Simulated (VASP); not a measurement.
Band structure of Au3Pt (ordered alloy cell). Level of theory: PBEsol GGA, VASP's PBE PAW potentials (set 64) (plane waves; VASP).

Unless said otherwise, spin-orbit coupling is left out, though it shifts the bands of the heavy elements here.

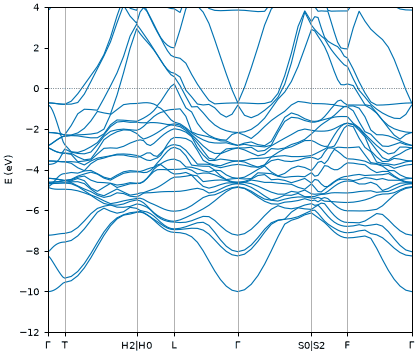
*Bands along high-symmetry lines, zero at the valence-band maximum or, without a gap, the Fermi level*

Q: Read the plot: is there a gap, and where are the band edges?

A: It has no gap at this level: it comes out as a metal or semimetal. (Edges off the drawn lines would not show.)

The structure was generated: Au3Pt was put into an ordered model structure (R-3m), which need not be its known phase. It was relaxed first. The electron count is odd and the run is not spin-polarised, which forces a metal.
